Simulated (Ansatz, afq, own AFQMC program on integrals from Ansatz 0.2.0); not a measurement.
# BN (triplet): quantum Monte Carlo beside coupled cluster at distance B1–N2 = 2.835 Å, 6-31G, part 1 of 2

Aim: compute BN (triplet) with auxiliary-field quantum Monte Carlo on the same integrals as coupled cluster, and set the energies side by side.

Computed with Ansatz 0.2.0, Gaussian basis, and an in-house AFQMC program (afq) on its integrals; all values are calculated. Level: 6-31G, frozen cores.

The runs, in order: Full CI; PBE (unrestricted); r2SCAN (unrestricted); PBE0 (unrestricted); B3LYP (unrestricted); wB97M-V (unrestricted); B2PLYP (unrestricted); CCSD(T) on UHF; Full CI; Full CI (quintet); CCSDT(Q) on UHF; CCSDTQ on UHF; Phaseless AFQMC, CISD trial on UHF; CCSD(T) on ROHF; Full CI; CCSDT(Q) on ROHF; CCSDTQ on ROHF; Phaseless AFQMC, CISD trial on ROHF.

7 further runs of the same task are left out: 7 that didn't finish.

## 1. The system

The geometry derives from a PBE0/def2-TZVP stationary point (not a proven minimum). One bond is set to the value named and the two fragments are kept rigid.

2 atoms, charge 0, spin multiplicity 3.

Atoms are counted from 1 here; the program's logs count them from 0.

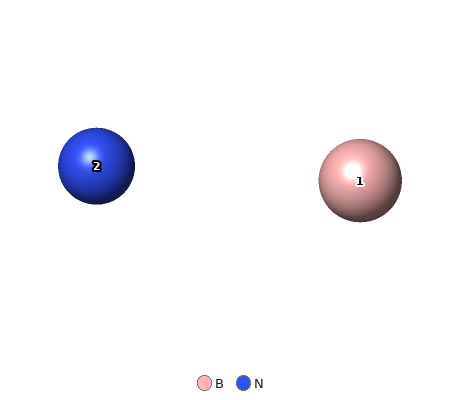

The geometry (boron pink, nitrogen blue); atoms are numbered from 1 in the order of the file.

Geometry (Å):

| atom | x (Å) | y (Å) | z (Å) |
| --- | --- | --- | --- |
| B1 | 0.0000 | 0.0000 | 0.0000 |
| N2 | 0.0000 | 0.0000 | 2.8350 |

## 2. Full CI

in.yaml reads:

```yaml
crystal:
  periodic: [false, false, false]
  atoms:
    - {symbol: B, position_ang: [0.000000, 0.000000, 0.000000]}
    - {symbol: N, position_ang: [0.000000, 0.000000, 2.835000]}
basis:
  gaussian: {orbitals: 6-31G}
magnetization: {spin_polarized: false, initial_magnetization: 2}
correlation: {method: fci, electrons: outside_noble_gas}
```

Launch:

```
ansatz run in.yaml --threads 1 --pin off --events-out ev --progress --plain --max-ram 16896MiB --backend cuda --devices 0, --max-vram 18GiB
```

Output, cut to the lines that bear on the results:

```text
Functional definition: HF
  name "HF"
  cite "Fock, Z. Phys. 61, 126 (1930) doi:10.1007/BF01340294"
  parent pbe
[...]
397 factors; integrals over basis functions are off by at most 7.0e-8 eV
[...]
mean field -2144.13159993 eV, -78.7953829528 hartree, gradient 1.8e-6 eV, S^2 2.000000; 18 other end points of the search recorded, 0 dependent functions left out
[...]
determinant -2144.13159993 eV, -78.7953829528 hartree, with singles and doubles -2148.80231723 eV, -78.9670286478 hartree
determinant -2143.52759549 eV, -78.7731861991 hartree, with singles and doubles -2146.59362137 eV, -78.8858605720 hartree
determinant -2143.21420935 eV, -78.7616694707 hartree, with singles and doubles -2146.10452946 eV, -78.8678867756 hartree
determinant -2143.13067131 eV, -78.7585995045 hartree, with singles and doubles -2145.98668469 eV, -78.8635560604 hartree
determinant -2142.74475266 eV, -78.7444172556 hartree, with singles and doubles -2145.56920788 eV, -78.8482140705 hartree
determinant -2144.13159993 eV, -78.7953829528 hartree, with singles and doubles -2149.25040015 eV, -78.9834953912 hartree
unrestricted determinant -2147.06004657 eV, -78.9030013818 hartree, S^2 2.9322
2 core orbitals not correlated: weight in the atoms' cores, before any rotation towards them, 1.000 or more for the frozen orbitals, at most 0.000 for the correlated occupied ones
reference -2144.13159993 eV, -78.7953829528 hartree; 5, 3 occupied and 11, 13 virtual orbitals, 397 factors
state -2149.40959951 eV, -78.9893458599 hartree
Total energy: -2149.40959951 eV, -78.9893458599 hartree
```

Run time: 24 s. Hardware: 1 × NVIDIA H100 80GB HBM3 with 1 thread of AMD EPYC 7R13 (Zen 3), shared host.

From the report: 827,648 determinants, symmetry A2.

## 3. PBE (unrestricted)

in.yaml reads:

```yaml
crystal:
  periodic: [false, false, false]
  atoms:
    - {symbol: B, position_ang: [0.000000, 0.000000, 0.000000]}
    - {symbol: N, position_ang: [0.000000, 0.000000, 2.835000]}
basis:
  gaussian: {orbitals: 6-31G}
magnetization: {spin_polarized: true, initial_magnetization: 2}
hamiltonian: {xc: {name: PBE}}
output: {orbitals: {seedname: orbitals}}
```

Launch:

```
ansatz run in.yaml --threads 1 --pin off --events-out ev --progress --plain --max-ram 5632MiB --backend cpu
```

Output:

```text
Functional definition: PBE
  name "PBE"
  cite "Perdew, Burke & Ernzerhof, Phys. Rev. Lett. 77, 3865 (1996) doi:10.1103/PhysRevLett.77.3865"
  parent pbe
  parameter kappa = 0.804
  parameter beta = 0.06672455060314922
  exchange = pbe_x(kappa = kappa, mu = beta*pi^2/3)
  correlation = pbe_c(beta = beta)
258 factors; integrals over basis functions are off by at most 2.1e-4 eV
mean field evaluation 1: about -2143.4727 eV, gradient 3.0e1 eV
mean field evaluation 2: about -1950.1110 eV, gradient 8.8e1 eV
mean field evaluation 4: about -2153.0660 eV, gradient 3.9e0 eV
mean field evaluation 8: about -2153.3260 eV, gradient 8.7e-2 eV
mean field evaluation 16: about -2153.3263 eV, gradient 4.2e-5 eV
mean field evaluation 32: about -2153.3262 eV, gradient 4.8e-2 eV
mean field evaluation 64: about -2153.0036 eV, gradient 6.3e-1 eV
mean field -2153.32625576 eV, -79.1332803222 hartree, gradient 1.0e-6 eV, S^2 2.504114; 5 other end points of the search recorded, 0 dependent functions left out
reference -2153.32627498 eV, -79.1332810287 hartree; 7, 5 occupied and 11, 13 virtual orbitals, 258 factors
Total energy: -2153.32627498 eV, -79.1332810287 hartree
```

It took 0.58 s on 1 thread of AMD EPYC 7R13 (Zen 3), shared host.

From the report: ⟨S²⟩ of the determinant 2.504 (pure triplet: 2.00). The determinant is far from a pure spin state, so its energy mixes those of several spin states (harmless only where they are near-degenerate, as at dissociation).

## 4. r2SCAN (unrestricted)

Changes to in.yaml since step 3:

```diff
@@ -8,3 +8,2 @@
 magnetization: {spin_polarized: true, initial_magnetization: 2}
-hamiltonian: {xc: {name: PBE}}
-output: {orbitals: {seedname: orbitals}}
+hamiltonian: {xc: {name: r2SCAN}}
```

Same command.

Output, cut to the lines that bear on the results:

```text
Functional definition: r2SCAN
  name "r2SCAN"
  cite "Furness, Kaplan, Ning, Perdew & Sun, J. Phys. Chem. Lett. 11, 8208 (2020) doi:10.1021/acs.jpclett.0c02405"
  cite "Furness, Kaplan, Ning, Perdew & Sun, J. Phys. Chem. Lett. 11, 9248 (2020) doi:10.1021/acs.jpclett.0c03077"
  parent r2scan
[...]
258 factors; integrals over basis functions are off by at most 2.1e-4 eV
[...]
mean field -2155.15570071 eV, -79.2005111840 hartree, gradient 2.7e-6 eV, S^2 2.678806; 7 other end points of the search recorded, 0 dependent functions left out
reference -2155.15570630 eV, -79.2005113897 hartree; 7, 5 occupied and 11, 13 virtual orbitals, 258 factors
Total energy: -2155.15570630 eV, -79.2005113897 hartree
```

It took 1.8 s on 1 thread of AMD EPYC 7R13 (Zen 3), shared host.

From the report: ⟨S²⟩ of the determinant 2.679 (pure triplet: 2.00). The determinant is far from a pure spin state, so its energy mixes those of several spin states (harmless only where they are near-degenerate, as at dissociation).

## 5. PBE0 (unrestricted)

Changes to in.yaml since step 4:

```diff
@@ -8,2 +8,3 @@
 magnetization: {spin_polarized: true, initial_magnetization: 2}
-hamiltonian: {xc: {name: r2SCAN}}
+hamiltonian: {xc: {name: PBE0}}
+output: {orbitals: {seedname: orbitals}}
```

The command is unchanged.

Output, cut to the lines that bear on the results:

```text
Functional definition: PBE0
  name "PBE0"
  cite "Adamo & Barone, J. Chem. Phys. 110, 6158 (1999) doi:10.1063/1.478522"
  cite "Perdew, Burke & Ernzerhof, Phys. Rev. Lett. 77, 3865 (1996) doi:10.1103/PhysRevLett.77.3865"
  parent pbe
[...]
258 factors; integrals over basis functions are off by at most 2.1e-4 eV
[...]
mean field -2153.66638668 eV, -79.1457799031 hartree, gradient 2.8e-6 eV, S^2 2.722367; 2 other end points of the search recorded, 0 dependent functions left out
reference -2153.66640111 eV, -79.1457804332 hartree; 7, 5 occupied and 11, 13 virtual orbitals, 258 factors
Total energy: -2153.66640111 eV, -79.1457804332 hartree
```

Wall time 0.36 s (1 thread of AMD EPYC 7R13 (Zen 3), shared host).

From the report: ⟨S²⟩ of the determinant 2.722 (pure triplet: 2.00). The determinant is far from a pure spin state, so its energy mixes those of several spin states (harmless only where they are near-degenerate, as at dissociation).

## 6. B3LYP (unrestricted)

Changes to in.yaml since step 5:

```diff
@@ -8,3 +8,2 @@
 magnetization: {spin_polarized: true, initial_magnetization: 2}
-hamiltonian: {xc: {name: PBE0}}
-output: {orbitals: {seedname: orbitals}}
+hamiltonian: {xc: {name: B3LYP}}
```

The command is unchanged.

Output, cut to the lines that bear on the results:

```text
Functional definition: B3LYP
  name "B3LYP"
  cite "Stephens, Devlin, Chabalowski & Frisch, J. Phys. Chem. 98, 11623 (1994) doi:10.1021/j100096a001"
  cite "Becke, Phys. Rev. A 38, 3098 (1988) doi:10.1103/PhysRevA.38.3098"
  cite "Lee, Yang & Parr, Phys. Rev. B 37, 785 (1988) doi:10.1103/PhysRevB.37.785"
  cite "Vosko, Wilk & Nusair, Can. J. Phys. 58, 1200 (1980) doi:10.1139/p80-159"
[...]
258 factors; integrals over basis functions are off by at most 2.1e-4 eV
[...]
mean field -2156.53600688 eV, -79.2512365001 hartree, gradient 5.5e-6 eV, S^2 2.673154; 2 other end points of the search recorded, 0 dependent functions left out
reference -2156.53616251 eV, -79.2512422197 hartree; 7, 5 occupied and 11, 13 virtual orbitals, 258 factors
Total energy: -2156.53616251 eV, -79.2512422197 hartree
```

It took 0.39 s on 1 thread of AMD EPYC 7R13 (Zen 3), shared host.

From the report: ⟨S²⟩ of the determinant 2.673 (pure triplet: 2.00). The determinant is far from a pure spin state, so its energy mixes those of several spin states (harmless only where they are near-degenerate, as at dissociation).

## 7. wB97M-V (unrestricted)

Changes to in.yaml since step 6:

```diff
@@ -8,2 +8,3 @@
 magnetization: {spin_polarized: true, initial_magnetization: 2}
-hamiltonian: {xc: {name: B3LYP}}
+hamiltonian: {xc: {name: wB97M-V}}
+output: {orbitals: {seedname: orbitals}}
```

Launched as before.

Output, cut to the lines that bear on the results:

```text
Functional definition: wB97M-V
  name "wB97M-V"
  cite "Mardirossian & Head-Gordon, J. Chem. Phys. 144, 214110 (2016) doi:10.1063/1.4952647"
  cite "Becke, J. Chem. Phys. 107, 8554 (1997) doi:10.1063/1.475007"
  cite "Vydrov & Van Voorhis, J. Chem. Phys. 133, 244103 (2010) doi:10.1063/1.3521275"
  # Of w^i u^j: cxij and so on, Table III.
[...]
  gx(w, u) = 1 - cx + cx01*u + cx10*w
  gss(w, u) = css00 + css04*u^4 + css10*w + css20*w^2 + css43*w^4*u^3
  gos(w, u) = cos00 + cos10*w + (cos20 + cos21*u)*w^2 + (cos60 + cos61*u)*w^6
[...]
      + integral(e_c_pw_mod_opposite_spin*gos(b97_w_opposite, b97_u_opposite)) + vv10(b, c)
258 factors; integrals over basis functions are off by at most 2.1e-4 eV
78 factors; integrals over basis functions are off by at most 1.1e-5 eV
[...]
mean field -2155.72526380 eV, -79.2214422415 hartree, gradient 6.3e-6 eV, S^2 2.753218; 2 other end points of the search recorded, 0 dependent functions left out
reference -2155.72528535 eV, -79.2214430335 hartree; 7, 5 occupied and 11, 13 virtual orbitals, 258 factors
Total energy: -2155.72528535 eV, -79.2214430335 hartree
```

Run time: 1.3 s. Hardware: 1 thread of AMD EPYC 7R13 (Zen 3), shared host.

From the report: ⟨S²⟩ of the determinant 2.753 (pure triplet: 2.00). The determinant is far from a pure spin state, so its energy mixes those of several spin states (harmless only where they are near-degenerate, as at dissociation).

## 8. B2PLYP (unrestricted)

Changes to in.yaml since step 7:

```diff
@@ -8,3 +8,3 @@
 magnetization: {spin_polarized: true, initial_magnetization: 2}
-hamiltonian: {xc: {name: wB97M-V}}
-output: {orbitals: {seedname: orbitals}}
+hamiltonian: {xc: {name: B2PLYP}}
+correlation: {electrons: outside_noble_gas}
```

The command is unchanged.

Output, cut to the lines that bear on the results:

```text
Functional definition: B2PLYP
  name "B2PLYP"
  cite "Grimme, J. Chem. Phys. 124, 034108 (2006) doi:10.1063/1.2148954"
  cite "Becke, Phys. Rev. A 38, 3098 (1988) doi:10.1103/PhysRevA.38.3098"
  cite "Lee, Yang & Parr, Phys. Rev. B 37, 785 (1988) doi:10.1103/PhysRevB.37.785"
[...]
258 factors; integrals over basis functions are off by at most 2.1e-4 eV
[...]
mean field -2153.36625071 eV, -79.1347501096 hartree, gradient 3.1e-6 eV, S^2 2.843745; 3 other end points of the search recorded, 0 dependent functions left out
2 core orbitals not correlated: weight in the atoms' cores, before any rotation towards them, 1.000 or more for the frozen orbitals, at most 0.000 for the correlated occupied ones
reference -2153.36634917 eV, -79.1347537279 hartree; 5, 3 occupied and 11, 13 virtual orbitals, 258 factors
second order -1.97201565 eV of doubles, -0.00000000 eV of singles
Total energy: -2153.89879340 eV, -79.1543206923 hartree
```

It took 0.45 s on 1 thread of AMD EPYC 7R13 (Zen 3), shared host.

From the report: ⟨S²⟩ of the determinant 2.844 (pure triplet: 2.00). The determinant is far from a pure spin state, so its energy mixes those of several spin states (harmless only where they are near-degenerate, as at dissociation).

## 9. CCSD(T) on UHF

Changes to in.yaml since step 8:

```diff
@@ -8,3 +8,2 @@
 magnetization: {spin_polarized: true, initial_magnetization: 2}
-hamiltonian: {xc: {name: B2PLYP}}
-correlation: {electrons: outside_noble_gas}
+correlation: {method: ccsd_t, electrons: outside_noble_gas, hamiltonian_folder: ham}
```

Launch:

```
ansatz run in.yaml --threads 1 --pin off --events-out ev --progress --plain --max-ram 16896MiB --backend cuda --devices 0, --max-vram 18GiB
```

Output, cut to the lines that bear on the results:

```text
Functional definition: HF
  name "HF"
  cite "Fock, Z. Phys. 61, 126 (1930) doi:10.1007/BF01340294"
  parent pbe
[...]
258 factors; integrals over basis functions are off by at most 2.1e-4 eV
[...]
mean field -2147.06002262 eV, -78.9030005017 hartree, gradient 3.1e-6 eV, S^2 2.932170; 16 other end points of the search recorded, 0 dependent functions left out
determinant -2147.06002262 eV, -78.9030005017 hartree, with singles and doubles -2149.27060444 eV, -78.9842378853 hartree
determinant -2147.04850333 eV, -78.9025771756 hartree, with singles and doubles -2149.15154168 eV, -78.9798624095 hartree
determinant -2145.19837546 eV, -78.8345862304 hartree, with singles and doubles -2148.46705131 eV, -78.9547078525 hartree
determinant -2145.09366219 eV, -78.8307380889 hartree, with singles and doubles -2147.98736220 eV, -78.9370796027 hartree
[...]
determinant -2144.75741095 eV, -78.8183810836 hartree, with singles and doubles -2146.29613133 eV, -78.8749280145 hartree
determinant -2147.06002262 eV, -78.9030005017 hartree, with singles and doubles -2149.31233670 eV, -78.9857715175 hartree
determinant -2147.04850333 eV, -78.9025771756 hartree, with singles and doubles -2149.15181629 eV, -78.9798725012 hartree
determinant -2144.10152094 eV, -78.7942775702 hartree, with singles and doubles -2148.48353610 eV, -78.9553136571 hartree
2 core orbitals not correlated: weight in the atoms' cores, before any rotation towards them, 1.000 or more for the frozen orbitals, at most 0.000 for the correlated occupied ones
reference -2147.06002262 eV, -78.9030005017 hartree; 5, 3 occupied and 11, 13 virtual orbitals, 258 factors
second order -1.42546939 eV of doubles, -0.00000000 eV of singles
cycle   1  -2.25231673 eV  change   -2.6e-6 eV  update   5.4e-6
perturbative correction -0.04401962 eV, -0.0016176912 hartree
Total energy: -2149.35635897 eV, -78.9873893060 hartree
```

It took 9.5 s on 1 × NVIDIA H100 80GB HBM3 with 1 thread of AMD EPYC 7R13 (Zen 3), shared host.

From the report: ⟨S²⟩ of the determinant 2.932 (pure triplet: 2.00); correlation -2.2963 eV; T1 0.037; largest double amplitude 0.18. The determinant is far from a pure spin state, so its energy mixes those of several spin states (harmless only where they are near-degenerate, as at dissociation).

This run also writes the integrals to the folder ham.

## 10. Full CI

in.yaml reads:

```yaml
hamiltonian:
  integrals:
    folder: ../ham
correlation: {method: fci}
```

Launched as before.

Output:

```text
Functional definition: HF
  name "HF"
  cite "Fock, Z. Phys. 61, 126 (1930) doi:10.1007/BF01340294"
  parent pbe
  exchange = exact_x
  correlation = 0
reference -2147.06002262 eV, -78.9030005017 hartree; 5, 3 occupied and 11, 13 virtual orbitals, 258 factors
state -2149.41068499 eV, -78.9893857504 hartree
Total energy: -2149.41068499 eV, -78.9893857504 hartree
```

Run time: 4 s. Hardware: 1 × NVIDIA H100 80GB HBM3 with 1 thread of AMD EPYC 7R13 (Zen 3), shared host.

From the report: 612,960 determinants.

## 11. Full CI (quintet)

in.yaml reads:

```yaml
crystal:
  periodic: [false, false, false]
  atoms:
    - {symbol: B, position_ang: [0.000000, 0.000000, 0.000000]}
    - {symbol: N, position_ang: [0.000000, 0.000000, 2.835000]}
basis:
  gaussian: {orbitals: 6-31G}
magnetization: {spin_polarized: false, initial_magnetization: 4}
correlation: {method: fci, electrons: outside_noble_gas}
```

Same command.

Output, cut to the lines that bear on the results:

```text
Functional definition: HF
  name "HF"
  cite "Fock, Z. Phys. 61, 126 (1930) doi:10.1007/BF01340294"
  parent pbe
[...]
397 factors; integrals over basis functions are off by at most 7.0e-8 eV
[...]
mean field -2146.95603351 eV, -78.8991789725 hartree, gradient 4.2e-6 eV, S^2 6.000000; 9 other end points of the search recorded, 0 dependent functions left out
[...]
determinant -2146.95603351 eV, -78.8991789725 hartree, with singles and doubles -2149.14277352 eV, -78.9795401857 hartree
determinant -2146.67888592 eV, -78.8889939863 hartree, with singles and doubles -2148.85478011 eV, -78.9689566231 hartree
determinant -2146.95603351 eV, -78.8991789725 hartree, with singles and doubles -2149.14277050 eV, -78.9795400745 hartree
determinant -2146.67888592 eV, -78.8889939863 hartree, with singles and doubles -2148.85465708 eV, -78.9689521017 hartree
2 core orbitals not correlated: weight in the atoms' cores, before any rotation towards them, 1.000 or more for the frozen orbitals, at most 0.000 for the correlated occupied ones
reference -2146.95603351 eV, -78.8991789725 hartree; 6, 2 occupied and 10, 14 virtual orbitals, 397 factors
state -2149.16739062 eV, -78.9804448474 hartree
Total energy: -2149.16739062 eV, -78.9804448474 hartree
```

It took 3.2 s on 1 × NVIDIA H100 80GB HBM3 with 1 thread of AMD EPYC 7R13 (Zen 3), shared host.

From the report: 240,128 determinants, symmetry B2.

## 12. CCSDT(Q) on UHF

in.yaml reads:

```yaml
crystal:
  periodic: [false, false, false]
  atoms:
    - {symbol: B, position_ang: [0.000000, 0.000000, 0.000000]}
    - {symbol: N, position_ang: [0.000000, 0.000000, 2.835000]}
basis:
  gaussian: {orbitals: 6-31G}
magnetization: {spin_polarized: true, initial_magnetization: 2}
correlation: {method: ccsdt_q, electrons: outside_noble_gas}
```

Launched as before.

Output, cut to the lines that bear on the results:

```text
Functional definition: HF
  name "HF"
  cite "Fock, Z. Phys. 61, 126 (1930) doi:10.1007/BF01340294"
  parent pbe
[...]
397 factors; integrals over basis functions are off by at most 7.0e-8 eV
[...]
mean field -2147.06004657 eV, -78.9030013819 hartree, gradient 3.1e-6 eV, S^2 2.932171; 14 other end points of the search recorded, 0 dependent functions left out
determinant -2147.06004657 eV, -78.9030013819 hartree, with singles and doubles -2149.27062555 eV, -78.9842386610 hartree
determinant -2147.04852620 eV, -78.9025780159 hartree, with singles and doubles -2149.15156715 eV, -78.9798633456 hartree
determinant -2145.19842821 eV, -78.8345881689 hartree, with singles and doubles -2148.46709699 eV, -78.9547095309 hartree
determinant -2145.09372357 eV, -78.8307403445 hartree, with singles and doubles -2147.98742282 eV, -78.9370818305 hartree
[...]
determinant -2144.75747522 eV, -78.8183834456 hartree, with singles and doubles -2146.29613387 eV, -78.8749281080 hartree
determinant -2147.06004657 eV, -78.9030013819 hartree, with singles and doubles -2149.31235143 eV, -78.9857720588 hartree
determinant -2147.04852620 eV, -78.9025780159 hartree, with singles and doubles -2149.15184101 eV, -78.9798734097 hartree
determinant -2144.10153476 eV, -78.7942780781 hartree, with singles and doubles -2148.48355510 eV, -78.9553143555 hartree
2 core orbitals not correlated: weight in the atoms' cores, before any rotation towards them, 1.000 or more for the frozen orbitals, at most 0.000 for the correlated occupied ones
reference -2147.06004657 eV, -78.9030013819 hartree; 5, 3 occupied and 11, 13 virtual orbitals, 397 factors
second order -1.42547503 eV of doubles, -0.00000000 eV of singles
cycle   1  -1.84946361 eV  change   -4.2e-1 eV  update   7.0e-2
[...]
cycle  12  -2.34665584 eV  change   -2.1e-7 eV  update   1.0e-7
perturbative correction -0.00418411 eV, -0.0001537632 hartree
Total energy: -2149.41088652 eV, -78.9893931566 hartree
```

Wall time 3.9 s (1 × NVIDIA H100 80GB HBM3 with 1 thread of AMD EPYC 7R13 (Zen 3), shared host).

From the report: ⟨S²⟩ of the determinant 2.932 (pure triplet: 2.00); correlation -2.3508 eV; T1 0.055; largest double amplitude 0.32. The determinant is far from a pure spin state, so its energy mixes those of several spin states (harmless only where they are near-degenerate, as at dissociation).

(Continued in part 2 of 2.)
